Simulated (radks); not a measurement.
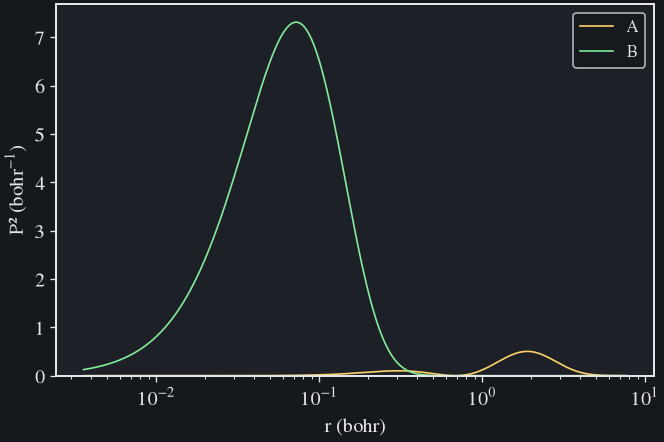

*The radial probability densities P² (large components) of 3p1/2 and 1s.*

A is 3p1/2; B is 1s. 1s: outer maximum at 0.0723 bohr, ⟨r⟩ = 0.111 bohr, 0 nodes, eigenvalue −1839 eV; 3p1/2: outer maximum at 1.89 bohr, ⟨r⟩ = 2.26 bohr, 1 node, eigenvalue −13.9 eV.

**Si⁺: atomic calculation**

System: the Si⁺ ion in the configuration [Ne] 3s2 3p1 (open shells shared over both j by 2j + 1).
Method: Dirac Kohn-Sham, Slater X-alpha with alpha = 1.008, spin-unpolarised, spherical densities, finite nucleus (the in-house radial solver radks).

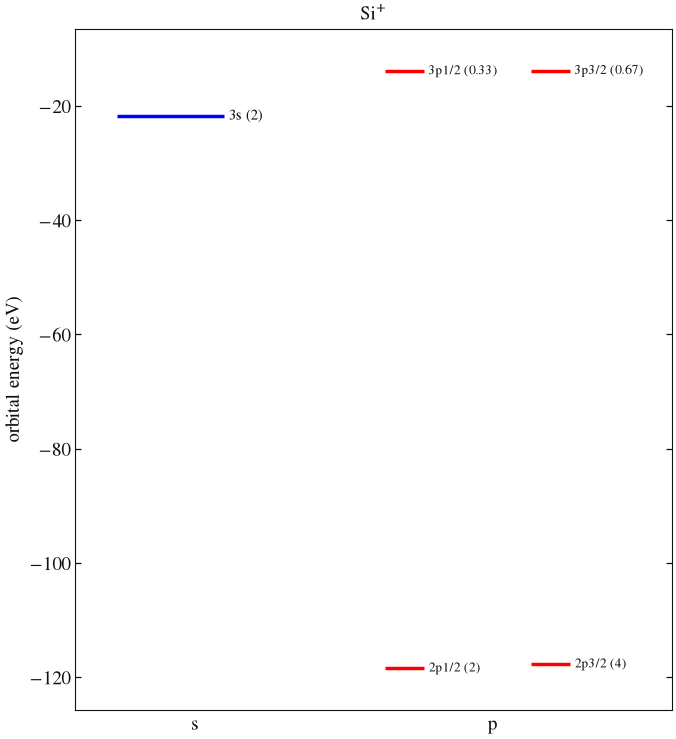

*The outer levels are drawn by angular momentum (occupations in brackets, the lower j at the left of each column).*

The highest occupied level is 3p3/2 at −13.8 eV. The highest 3 occupied levels, from the top down, are 3p3/2 (−13.8 eV), 3p1/2 (−13.9 eV), 3s (−21.7 eV). Spin-orbit splittings: 3p 0.0504 eV, 2p 0.705 eV. The measured ionisation energy (NIST) is 16.3 eV; minus the highest level, 13.8 eV, lies 16 % below it.

These pictures come from the run below.

### Input
```
Z 14
configuration [Ne] 3s2 3p1
relativity Dirac
functional xalpha 1.008
spin unpolarised
j_filling average
nucleus finite rms 3.1224 fm
c 137.035999084
```

Energies in input and log are in hartree, lengths in bohr (the nuclear radius in fm).

### The program's output
```
1s1/2   1   2.0000         -67.59369030
2s1/2   1   2.0000          -5.92683643
2p1/2   1   2.0000          -4.35133855
2p3/2   1   4.0000          -4.32543492
3s1/2   1   2.0000          -0.79869348
3p1/2   1   0.3333          -0.50933028
3p3/2   1   0.6667          -0.50747878
Etot -297.0307578144938
Ekin 298.34576318918266
Encl -698.2989375923887
Eh 131.35849868337255
Exc -28.43608209466033
err 4.3159913341112693e-11
it 14
```

### Slater integrals of the outer shells (hartree)

```tsv
integral	value
F0(3p3/2,3p3/2)	0.3978
F2(3p3/2,3p3/2)	0.2026
F0(3p3/2,3p1/2)	0.3983
F2(3p3/2,3p1/2)	0.2029
G0(3p3/2,3p1/2)	0.3983
G2(3p3/2,3p1/2)	0.2028
F0(3p3/2,3s1/2)	0.4259
G1(3p3/2,3s1/2)	0.2814
```

### Results in brief

- outcome: converged
- total energy: −297.030758 hartree
- kinetic energy: 298.345763 hartree
- electron–nucleus energy: −698.298938 hartree
- Hartree energy: 131.358499 hartree
- exchange–correlation energy: −28.436082 hartree
- radius at density 0.001 e/bohr³: 3.77 bohr
- SCF iterations: 14
- hardware: 1 CPU thread, shared host
